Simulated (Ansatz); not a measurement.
```xyz
10

B    -1.2530    0.5767   -1.4187
C    -0.1438    0.2428   -0.4788
C    -0.3150   -0.4713    0.7023
N     0.8209   -0.6735    1.4228
Al    1.6885    0.2649    0.0805
H    -2.3757    0.2170   -1.1617
H    -1.0762    1.1954   -2.4326
H    -1.2730   -0.8592    1.0617
H     0.7920   -1.1794    2.2897
H     3.2184    0.6355   -0.0622
```

Geometry: PBE0-D4/def2-TZVP.

Computed with Ansatz 0.2.0, RKS PBE0-D4/def2-TZVPP.

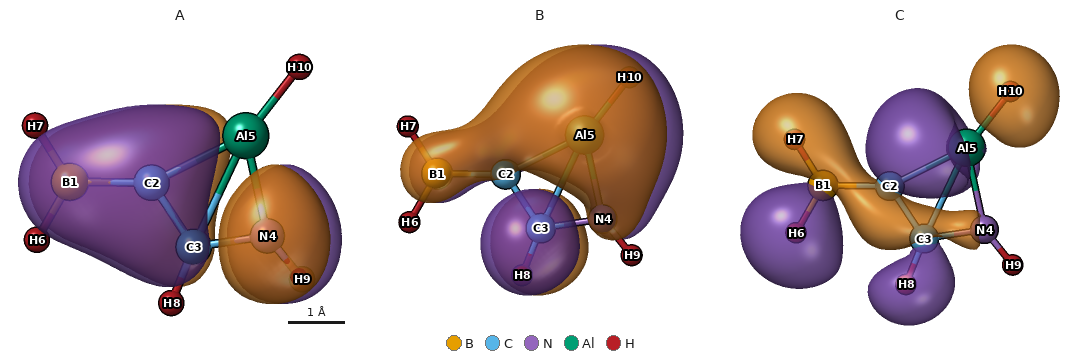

C2H5AlBN. Three frontier orbitals at ±0.06 Å⁻³ᐟ² (orange and purple are the two phases), in no order.

Question: Order the three orbitals by energy and name them.

Answer: C is the HOMO−1 (−7.23 eV). It lies mainly on C2 (about 30 %), Al5 (about 20 %), B1 (about 15 %), H6 (about 15 %), C3 (about 10 %) and H10 (about 5 %); it is symmetric in the molecular plane (an in-plane orbital: σ, lone-pair or in-plane π type). A is the HOMO (−6.36 eV). Its weight (Hirshfeld) is mainly on C2 (about 35 %), N4 (about 25 %), B1 (about 15 %) and C3 (about 10 %); it changes sign across the molecular plane (π type); π-bonding across B1–C2, C2–C3 and C3–Al5; π-antibonding (a node) across C3–N4. B is the LUMO (−1.61 eV). Its weight (Hirshfeld) is mainly on Al5 (about 55 %), C3 (about 20 %), C2 (about 5 %) and N4 (about 5 %); it changes sign across the molecular plane (π type); π-antibonding (a node) across C3–Al5.

Question: What is the HOMO–LUMO gap?

Answer: 4.75 eV between the orbital energies.
